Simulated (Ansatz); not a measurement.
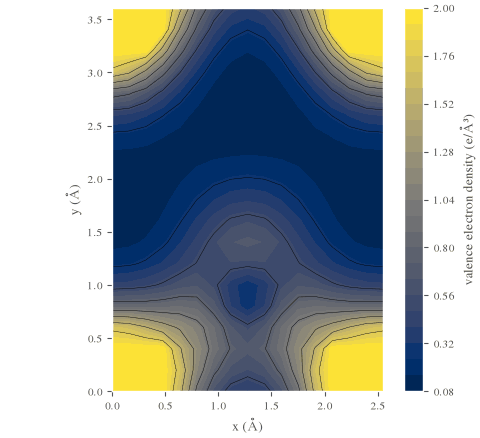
Figure: Valence electron density (e/Å³), cut off at 2 on a lattice plane, DFT-r²SCAN in the program Ansatz with PAW potentials

### Question
Which of these materials gives this?
A) ZnS, zinc blende
B) BN, zinc blende
C) SiC, zinc blende
D) Cr, bcc (W type)

### Answer
B, BN, zinc blende. Atoms in the plane, in fractions of its two edges: N at (0.00, 0.00), B at (0.50, 0.25).

The density is the valence pseudo-density with augmentation charge, so density and ELF within about 1 Å of a nucleus are not all-electron values.

Space group F-43m (zinc blende). Symmetry was held in the r²SCAN relaxation; phonons on a q-mesh show no instability.

Potentials: the later of the program's two PAW sets.
